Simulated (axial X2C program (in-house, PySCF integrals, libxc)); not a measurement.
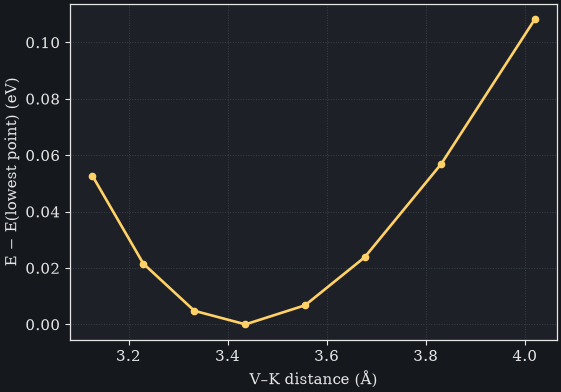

Energy at 8 bond lengths, for one set of occupations held fixed; the line joins the points. A polynomial of degree 6 through 8 points gives rₑ = 3.431 Å, ωₑ = 107.0 cm⁻¹, ωₑxₑ = 0.38 cm⁻¹ and Bₑ = 0.06487 cm⁻¹. The minimum lies 0.69 eV below V + K, each computed as one determinant at the same level.

## Run report: VK, relativistic diatomic calculation

System: VK, single determinant with M_S = 2 and |Λ| = 0.
Method: TPSSh, spin-free X2C-1e, V dyall-cv3z, K dyall-cv3z (cores contracted) (axial X2C program (in-house, PySCF integrals, libxc)).

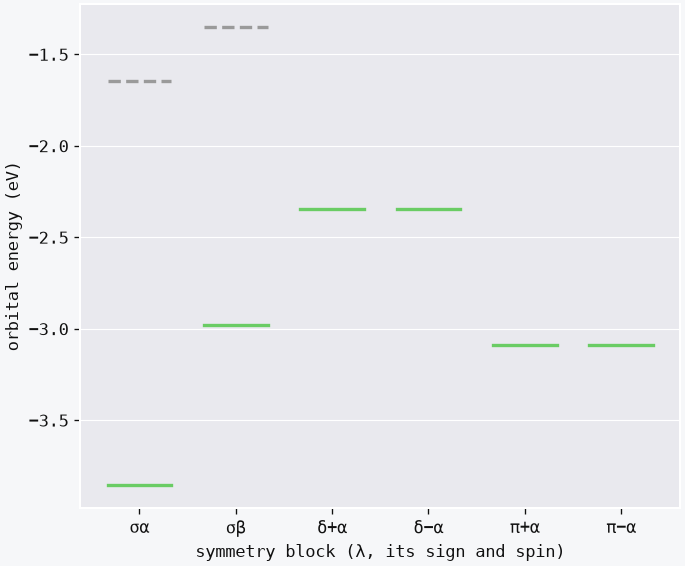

Orbital energies near the frontier at 3.44 Å, filled (solid) and empty (dashed); a label such as π−α means λ = −1 and α spin. The highest filled orbital (δ−α; 100 % V d) lies at −2.35 eV, the lowest empty one (σα; 50 % K s, 26 % V p) at −1.65 eV.

Input and output of the run follow.

The input:
```
{"zs": [23, 19], "q": 0, "bas": ["dyall-cv3z", "dyall-cv3z"], "levels": ["PBE0", "HF", "TPSSh"], "cc": true, "r0": 3.3, "thr": -2.0, "nmax": 90, "npts": 10, "nst": 2, "ntry": 6}
```

The line is the task of a batch: nuclear charges, charge, bases, the levels to run, a first guess of the distance and further settings. This report covers TPSSh without spin-orbit coupling. The log is that of the reference distance 3.436 Å.

The run was one of a batch that the task file lists, launched with:
```bash
python <driver script> task.json out
```

The program's output:
```
spin-free X2C-1e  TPSSh
basis functions 214  fitting functions 1006  grid points 5807
iter        total energy     max residual
   1      -1551.491094414     4.06e-02
   2      -1551.491779994     7.22e-03
   3      -1551.491996175     1.89e-02
   4      -1551.492327376     1.22e-03
   5      -1551.492337307     3.93e-04
   6      -1551.492341345     4.71e-04
   7      -1551.492341838     9.33e-05
   8      -1551.492341965     7.39e-05
   9      -1551.492341992     2.36e-05
  10      -1551.492341999     1.29e-05
converged
one-electron -2267.06157091  Coulomb 727.72864639  exact exchange -7.75407446  xc functional -71.70756688  nuclear repulsion 67.30222386
```

The points of the curve:

| R (Å) | E (hartree) | dipole (D; origin at the first atom, positive when the second is positive) | highest filled (eV) | lowest empty (eV) |
| --- | --- | --- | --- | --- |
| 3.127 | −1551.490403 | 4.82 | −2.47 | −1.57 |
| 3.230 | −1551.491550 | 4.95 | −2.42 | −1.59 |
| 3.333 | −1551.492165 | 5.09 | −2.38 | −1.62 |
| 3.436 | −1551.492342 | 5.23 | −2.35 | −1.65 |
| 3.556 | −1551.492094 | 5.39 | −2.32 | −1.68 |
| 3.676 | −1551.491469 | 5.53 | −2.31 | −1.72 |
| 3.831 | −1551.490252 | 5.68 | −2.30 | −1.76 |
| 4.020 | −1551.488366 | 5.81 | −2.31 | −1.81 |

Key numbers:

- outcome: converged
- bond length rₑ: 3.431 Å
- ωₑ: 107.0 cm⁻¹
- energy at the minimum: −1551.49234 hartree
- depth below the fragments: 0.69 eV
- largest ⟨S²⟩ along the curve: 6.35
- hardware: 1 thread of Intel Xeon (Sapphire Rapids), 192 GiB of memory available, shared host
- wall time: 21 s
- peak memory: 0.86 GiB

Remarks:

To bear in mind: 8 of the 10 points asked for were kept.
